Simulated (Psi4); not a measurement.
# Single-point calculation, with input and output: Si2H5

Si2H5, multiplicity 2, SMILES [SiH2][SiH3], computed with MP2/def2-SVPD, UHF (Psi4 1.11).

The geometry comes from this level: PBE0-D4/def2-TZVP.

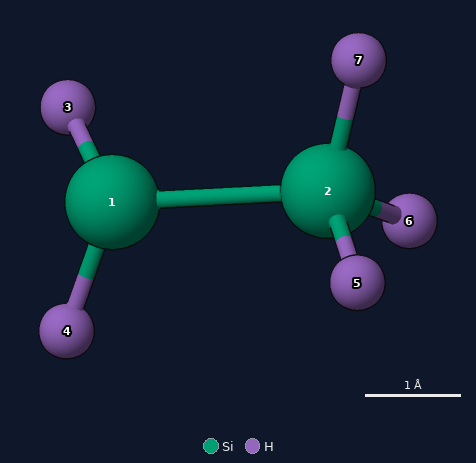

Figure 1. The structure (ball-and-stick view, seen at a tilt; atoms are numbered from 1 in the order of the input).

Input file (h5si2.py)
```python
import psi4

psi4.set_memory('1600 MB')
psi4.set_num_threads(1)
psi4.core.set_output_file('run.log', False)

mol = psi4.geometry("""
0 2
Si
Si 1 2.32444
H 1 1.488519 2 114.52243
H 1 1.488478 3 109.94172 2 -130.59822
H 2 1.486639 1 108.96684 4 -56.24176
H 2 1.48994 5 108.53496 1 -123.05805
H 2 1.48669 5 109.0627 6 -118.06565
symmetry c1
""")

psi4.set_options({
    'reference': 'uhf',
    'puream': True,
    'e_convergence': 1e-09,
    'd_convergence': 1e-08,
    'scf_type': 'pk',
    'num_frozen_docc': 10,
    'mp2_type': 'conv',
    'maxiter': 200,
})

e_tot, wfn = psi4.energy("mp2/def2-SVPD", return_wfn=True)
print(f'mp2/def2-SVPD energy: {e_tot:.10f} Eh')
```

Command:
```bash
python h5si2.py
```

Log
```
=> Loading Basis Set <=

    Name: DEF2-SVPD
    Role: ORBITAL
    Keyword: BASIS

         ---------------------------------------------------------
                                   SCF
                              UHF Reference
                        1 Threads,   1525 MiB Core
         ---------------------------------------------------------

  ==> Geometry <==

    Molecular point group: c1
    Full point group: C1

    Geometry (in Angstrom), charge = 0, multiplicity = 2:

       Center              X                  Y                   Z               Mass
    ------------   -----------------  -----------------  -----------------  -----------------
         SI          -0.016752953886    -0.008103790165    -1.186486997221    27.976926534650
         SI          -0.016752953886    -0.008103790165     1.137953002779    27.976926534650
         H           -0.016752953886     1.346149096356    -1.804295974747     1.007825032230
         H            1.045669693475    -0.847901042638    -1.804196839784     1.007825032230
         H           -0.128688241326    -1.409565410223     1.621141718758     1.007825032230
         H            1.219063943165     0.593784432323     1.712764596427     1.007825032230
         H           -1.189178294408     0.767450588167     1.621875913221     1.007825032230

  Running in c1 symmetry.

  Rotational constants: A =      1.77219  B =      0.17925  C =      0.17481 [cm^-1]
  Rotational constants: A =  53128.89834  B =   5373.81660  C =   5240.81314 [MHz]
  Nuclear repulsion =   82.797395507358075

  Charge       = 0
  Multiplicity = 2
  Electrons    = 33
  Nalpha       = 17
  Nbeta        = 16

  ==> Algorithm <==

  SCF Algorithm Type is PK.
  DIIS enabled.
  MOM disabled.
  Fractional occupation disabled.
  Guess Type is SAD.
  Energy threshold   = 1.00e-09
  Density threshold  = 1.00e-08
  Integral threshold = 1.00e-12

  ==> Primary Basis <==

  Basis Set: DEF2-SVPD
    Blend: DEF2-SVPD
    Number of shells: 40
    Number of basis functions: 88
    Number of Cartesian functions: 92
    Spherical Harmonics?: true
    Max angular momentum: 2

  ==> Integral Setup <==

  Using in-core PK algorithm.
   Calculation information:
      Number of atoms:                   7
      Number of AO shells:              40
      Number of primitives:             70
      Number of atomic orbitals:        92
      Number of basis functions:        88

      Integral cutoff                 1.00e-12
      Number of threads:                 1

  Performing in-core PK
  Using 15338972 doubles for integral storage.
  We computed 326672 shell quartets total.
  Whereas there are 336610 unique shell quartets.

  ==> DiskJK: Disk-Based J/K Matrices <==

    J tasked:                  Yes
    K tasked:                  Yes
    wK tasked:                  No
    Memory [MiB]:             1144
    Schwarz Cutoff:          1E-12

  Minimum eigenvalue in the overlap matrix is 3.6589576962E-04.
  Reciprocal condition number of the overlap matrix is 5.2664951012E-05.
    Using symmetric orthogonalization.

  ==> Pre-Iterations <==

  SCF Guess: Superposition of Atomic Densities via on-the-fly atomic UHF (no occupation information).

   -------------------------
    Irrep   Nso     Nmo
   -------------------------
     A         88      88
   -------------------------
    Total      88      88
   -------------------------

  ==> Iterations <==

                        Total Energy        Delta E     RMS |[F,P]|

   @UHF iter SAD:  -579.85165966860484   -5.79852e+02   0.00000e+00
   @UHF iter   1:  -580.50621783660085   -6.54558e-01   1.71036e-03 ADIIS/DIIS
   @UHF iter   2:  -580.54175115396140   -3.55333e-02   6.15438e-04 ADIIS/DIIS
   @UHF iter   3:  -580.54761949266071   -5.86834e-03   1.80029e-04 ADIIS/DIIS
   @UHF iter   4:  -580.54820929416951   -5.89802e-04   5.81075e-05 DIIS
   @UHF iter   5:  -580.54828442633641   -7.51322e-05   2.05355e-05 DIIS
   @UHF iter   6:  -580.54829520369663   -1.07774e-05   5.71464e-06 DIIS
   @UHF iter   7:  -580.54829592342219   -7.19726e-07   2.15142e-06 DIIS
   @UHF iter   8:  -580.54829602847963   -1.05057e-07   8.21734e-07 DIIS
   @UHF iter   9:  -580.54829604508541   -1.66058e-08   2.86306e-07 DIIS
   @UHF iter  10:  -580.54829604711426   -2.02886e-09   8.82809e-08 DIIS
   @UHF iter  11:  -580.54829604728889   -1.74623e-10   2.66271e-08 DIIS
   @UHF iter  12:  -580.54829604730435   -1.54614e-11   7.99016e-09 DIIS
  Energy and wave function converged.

  ==> Post-Iterations <==

   @Spin Contamination Metric:   8.393251644E-03
   @S^2 Expected:                7.500000000E-01
   @S^2 Observed:                7.583932516E-01
   @S   Expected:                5.000000000E-01
   @S   Observed:                5.000000000E-01

    Orbital Energies [Eh]
    ---------------------

    Alpha Occupied:

       1A    -68.761804     2A    -68.760902     3A     -6.134212
       4A     -6.130730     5A     -4.250822     6A     -4.241389
       7A     -4.241099     8A     -4.240890     9A     -4.240807
      10A     -4.240481    11A     -0.759471    12A     -0.672748
      13A     -0.503205    14A     -0.492981    15A     -0.474981
      16A     -0.425073    17A     -0.323119

    Alpha Virtual:

      18A      0.084984    19A      0.091346    20A      0.122594
      21A      0.133595    22A      0.134916    23A      0.138415
      24A      0.163653    25A      0.174142    26A      0.205797
      27A      0.212806    28A      0.217462    29A      0.217862
      30A      0.241299    31A      0.263885    32A      0.275050
      33A      0.316965    34A      0.328298    35A      0.333270
      36A      0.353032    37A      0.357536    38A      0.369600
      39A      0.371411    40A      0.377006    41A      0.392853
      42A      0.396068    43A      0.422438    44A      0.424467
      45A      0.445665    46A      0.474968    47A      0.499679
      48A      0.505737    49A      0.508536    50A      0.537372
      51A      0.551564    52A      0.587321    53A      0.697269
      54A      0.707738    55A      0.747320    56A      0.791855
      57A      0.794727    58A      0.826085    59A      0.831570
      60A      0.863423    61A      0.913527    62A      0.913665
      63A      0.924294    64A      0.951724    65A      0.956453
      66A      0.979859    67A      0.980345    68A      1.108701
      69A      1.244204    70A      1.283047    71A      1.285942
      72A      1.288468    73A      1.320902    74A      1.843456
      75A      1.910425    76A      1.942904    77A      1.954229
      78A      1.982651    79A      2.019897    80A      2.047830
      81A      2.126587    82A      2.155427    83A      2.164833
      84A      2.322613    85A      2.363080    86A      2.510915
      87A      2.538738    88A      2.563385

    Beta Occupied:

       1A    -68.760972     2A    -68.756078     3A     -6.130810
       4A     -6.125916     5A     -4.241224     6A     -4.240849
       7A     -4.240847     8A     -4.237062     9A     -4.237039
      10A     -4.228789    11A     -0.739125    12A     -0.643805
      13A     -0.500083    14A     -0.484050    15A     -0.473616
      16A     -0.413457

    Beta Virtual:

      17A      0.035925    18A      0.089662    19A      0.098071
      20A      0.127003    21A      0.143301    22A      0.150056
      23A      0.156335    24A      0.175977    25A      0.189115
      26A      0.208306    27A      0.219688    28A      0.229300
      29A      0.231711    30A      0.245072    31A      0.276598
      32A      0.294640    33A      0.320799    34A      0.331479
      35A      0.339810    36A      0.358465    37A      0.363509
      38A      0.373994    39A      0.380487    40A      0.384150
      41A      0.401718    42A      0.402627    43A      0.429010
      44A      0.429723    45A      0.450620    46A      0.477828
      47A      0.505492    48A      0.510574    49A      0.516909
      50A      0.538924    51A      0.561336    52A      0.599890
      53A      0.712723    54A      0.742646    55A      0.772009
      56A      0.799792    57A      0.809656    58A      0.830397
      59A      0.832805    60A      0.883411    61A      0.916523
      62A      0.922328    63A      0.945891    64A      0.961333
      65A      0.967891    66A      0.988323    67A      0.994323
      68A      1.114740    69A      1.246172    70A      1.286034
      71A      1.287898    72A      1.292846    73A      1.325781
      74A      1.844491    75A      1.911034    76A      1.944759
      77A      1.954991    78A      1.985408    79A      2.022776
      80A      2.048827    81A      2.127327    82A      2.156168
      83A      2.166257    84A      2.323697    85A      2.365585
      86A      2.513352    87A      2.540769    88A      2.564596

    Final Occupation by Irrep:
              A
    DOCC [    16 ]
    SOCC [     1 ]
    NA   [    17 ]
    NB   [    16 ]

  @UHF Final Energy:  -580.54829604730435

   => Energetics <=

    Nuclear Repulsion Energy =             82.7973955073580754
    One-Electron Energy =                -969.3429485893428819
    Two-Electron Energy =                 305.9972570346804446
    Total Energy =                       -580.5482960473043477

  UHF NO Occupations:
  HONO-2 :   15  A 1.9995649
  HONO-1 :   16  A 1.9967386
  HONO-0 :   17  A 1.0000000
  LUNO+0 :   18  A 0.0032614
  LUNO+1 :   19  A 0.0004351
  LUNO+2 :   20  A 0.0003590
  LUNO+3 :   21  A 0.0001321

Computation Completed

Properties will be evaluated at   0.000000,   0.000000,   0.000000 [a0]

Properties computed using the SCF density matrix

 Multipole Moments:

 ------------------------------------------------------------------------------------
     Multipole            Electronic (a.u.)      Nuclear  (a.u.)        Total (a.u.)
 ------------------------------------------------------------------------------------

 L = 1.  Multiply by 2.5417464519 to convert [e a0] to [Debye]
 Dipole X            :         -0.8508258            0.8712232            0.0203974
 Dipole Y            :         -0.4114255            0.4214307            0.0100053
 Dipole Z            :         -1.2387681            1.2619846            0.0232165
 Magnitude           :                                                    0.0324833

 ------------------------------------------------------------------------------------

	total time  =          2 seconds =       0.03 minutes
 MINTS: Wrapper to libmints.

   Calculation information:
      Number of threads:                 1
      Number of atoms:                   7
      Number of AO shells:              40
      Number of SO shells:              40
      Number of primitives:             70
      Number of atomic orbitals:        92
      Number of basis functions:        88

      Number of irreps:                  1
      Integral cutoff                 1.00e-12
      Number of functions per irrep: [  88 ]

 OEINTS: Overlap, kinetic, potential, dipole, and quadrupole integrals
         stored in file 35.

      Computing two-electron integrals...done
      Computed 6636672 non-zero two-electron integrals.
        Stored in file 33.

  Module OCC Options:
  ----------------------------------------------------------------------------
  ACTIVE                        => (empty)
  BASIS_RELATIVISTIC            => (empty)
  BENCH                         => (empty)
  CACHELEVEL                    => (empty)
  CCL_ENERGY                    => (empty)
  CC_MAXITER                    => (empty)
  CC_TYPE                       => (empty)
  CEPA_OS_SCALE                 => (empty)
  CEPA_SOS_SCALE                => (empty)
  CEPA_SS_SCALE                 => (empty)
  CEPA_TYPE                     => (empty)
  CI_TYPE                       => (empty)
  CUBEPROP_BASIS_FUNCTIONS      => (empty)
  CUBEPROP_FILEPATH             => (empty)
  CUBEPROP_ISOCONTOUR_THRESHOLD => (empty)
  CUBEPROP_ORBITALS             => (empty)
  CUBEPROP_TASKS                => (empty)
  CUBIC_BASIS_TOLERANCE         => (empty)
  CUBIC_BLOCK_MAX_POINTS        => (empty)
  CUBIC_GRID_OVERAGE            => (empty)
  CUBIC_GRID_SPACING            => (empty)
  CUTOFF                        => (empty)
  DDX                           => (empty)
  DEBUG                         => (empty)
  DERTYPE                       => (empty)
  DF_BASIS_CC                   => (empty)
  DIE_IF_NOT_CONVERGED          => (empty)
  DIIS_MAX_VECS                 => (empty)
  DIIS_MIN_VECS                 => (empty)
  DKH_ORDER                     => (empty)
  DOCC                          => (empty)
  DO_DIIS                       => (empty)
  DO_LEVEL_SHIFT                => (empty)
  DO_SCS                        => (empty)
  DO_SOS                        => (empty)
  E3_SCALE                      => (empty)
  EA_POLES                      => (empty)
  EKT_EA                        => (empty)
  EKT_IP                        => (empty)
  EP_EA_POLES                   => (empty)
  EP_IP_POLES                   => (empty)
  EP_MAXITER                    => (empty)
  EXTERNAL_POTENTIAL_SYMMETRY   => (empty)
  E_CONVERGENCE                 => 1e-09           !
  FREEZE_CORE                   => (empty)
  FREEZE_CORE_POLICY            => (empty)
  FROZEN_DOCC                   => (empty)
  FROZEN_UOCC                   => (empty)
  INTEGRAL_PACKAGE              => (empty)
  IP_POLES                      => (empty)
  LEVEL_SHIFT                   => (empty)
  LITERAL_CFOUR                 => (empty)
  LS_THC_BASIS_TOLERANCE        => (empty)
  LS_THC_DF                     => (empty)
  LS_THC_PRUNING_SCHEME         => (empty)
  LS_THC_RADIAL_POINTS          => (empty)
  LS_THC_SPHERICAL_POINTS       => (empty)
  LS_THC_S_EPSILON              => (empty)
  LS_THC_WEIGHTS_TOLERANCE      => (empty)
  MAT_NUM_COLUMN_PRINT          => (empty)
  MAX_MOGRAD_CONVERGENCE        => (empty)
  MAX_RADIAL_MOMENT             => (empty)
  MBIS_D_CONVERGENCE            => (empty)
  MBIS_MAXITER                  => (empty)
  MBIS_PRUNING_SCHEME           => (empty)
  MBIS_RADIAL_POINTS            => (empty)
  MBIS_SPHERICAL_POINTS         => (empty)
  MOGRAD_DAMPING                => (empty)
  MOLDEN_WITH_VIRTUAL           => (empty)
  MO_MAXITER                    => (empty)
  MO_READ                       => (empty)
  MO_STEP_MAX                   => (empty)
  MO_WRITE                      => (empty)
  MP2_OS_SCALE                  => (empty)
  MP2_SOS_SCALE                 => (empty)
  MP2_SOS_SCALE2                => (empty)
  MP2_SS_SCALE                  => (empty)
  MP2_TYPE                      => CONV            !
  MP_TYPE                       => (empty)
  NAT_ORBS                      => (empty)
  NUM_FROZEN_DOCC               => 10              !
  NUM_FROZEN_UOCC               => (empty)
  NUM_GPUS                      => (empty)
  OCC_ORBS_PRINT                => (empty)
  OEPROP                        => (empty)
  OPT_METHOD                    => (empty)
  ORBITAL_OPTIMIZER_PACKAGE     => (empty)
  ORB_OPT                       => FALSE           !
  ORB_RESP_SOLVER               => (empty)
  ORTH_TYPE                     => (empty)
  OS_SCALE                      => (empty)
  PARENT_SYMMETRY               => (empty)
  PCG_BETA_TYPE                 => (empty)
  PCG_CONVERGENCE               => (empty)
  PCG_MAXITER                   => (empty)
  PCM                           => (empty)
  PE                            => (empty)
  PRINT                         => (empty)
  PRINT_NOONS                   => (empty)
  PROPERTIES                    => (empty)
  PROPERTIES_ORIGIN             => (empty)
  PUREAM                        => TRUE            !
  QC_MODULE                     => (empty)
  RAS1                          => (empty)
  RAS2                          => (empty)
  RAS3                          => (empty)
  RAS4                          => (empty)
  RELATIVISTIC                  => (empty)
  RELAXED                       => (empty)
  REMP_A                        => (empty)
  RESTRICTED_DOCC               => (empty)
  RESTRICTED_UOCC               => (empty)
  RMS_MOGRAD_CONVERGENCE        => (empty)
  R_CONVERGENCE                 => (empty)
  SCF_TYPE                      => PK              !
  SCREENING                     => (empty)
  SCS_TYPE                      => (empty)
  SOCC                          => (empty)
  SOS_TYPE                      => (empty)
  SPIN_SCALE_TYPE               => NONE            !
  SS_SCALE                      => (empty)
  SYMMETRIZE                    => (empty)
  TPDM_ABCD_TYPE                => (empty)
  WFN                           => (empty)
  WFN_TYPE                      => OMP2            !
  WRITER_FILE_LABEL             => (empty)
  ZORA_BASIS_TOLERANCE          => (empty)
  ZORA_NR_DEBUG                 => (empty)
  ZORA_PRUNING_SCHEME           => (empty)
  ZORA_RADIAL_POINTS            => (empty)
  ZORA_SPHERICAL_POINTS         => (empty)

 ==============================================================================
 ==============================================================================
 ==============================================================================

                             MP2

 ==============================================================================
 ==============================================================================
 ==============================================================================

	MO spaces per irreps...

	IRREP   FC   AOCC  BOCC  AVIR    BVIR  FV
	==========================================
	   A    10     7     6    71     72     0
	==========================================

	Computing MP2 energy using SCF MOs (Canonical MP2)...
	==============================================================================
	Nuclear Repulsion Energy (a.u.)    :    82.79739550735808
	SCF Energy (a.u.)                  :  -580.54829604730435
	REF Energy (a.u.)                  :  -580.54829604730435
	Alpha-Alpha Contribution (a.u.)    :    -0.01845357315795
	Alpha-Beta Contribution (a.u.)     :    -0.17040715836228
	Beta-Beta Contribution (a.u.)      :    -0.01094137859637
	Scaled_SS Correlation Energy (a.u.):    -0.00979831725144
	Scaled_OS Correlation Energy (a.u.):    -0.20448859003474
	SCS-MP2 Total Energy (a.u.)        :  -580.76258295459047
	SOS-MP2 Total Energy (a.u.)        :  -580.75278463733912
	SCSN-MP2 Total Energy (a.u.)       :  -580.60003116239193
	SCS-MP2-VDW Total Energy (a.u.)    :  -580.78111468588520
	SOS-PI-MP2 Total Energy (a.u.)     :  -580.78686606901158
	MP2 Correlation Energy (a.u.)      :    -0.19980211011660
	MP2 Total Energy (a.u.)            :  -580.74809815742094
	==============================================================================

	total time  =          1 seconds =       0.02 minutes
```

Standard output
```
mp2/def2-SVPD energy: -580.7480981574 Eh
```

Key numbers

- outcome: converged
- total energy: −580.748098 hartree
- SCF energy: −580.548296 hartree
- MP2 energy: −580.748098 hartree
- correlation energy: −0.199802 hartree
- basis functions: 88
- ⟨S²⟩: 0.758
- hardware: 1 thread of Intel Xeon (Granite Rapids), 12 GiB of memory available, shared host
- wall time: 4.5 s
- peak memory: 0.43 GiB
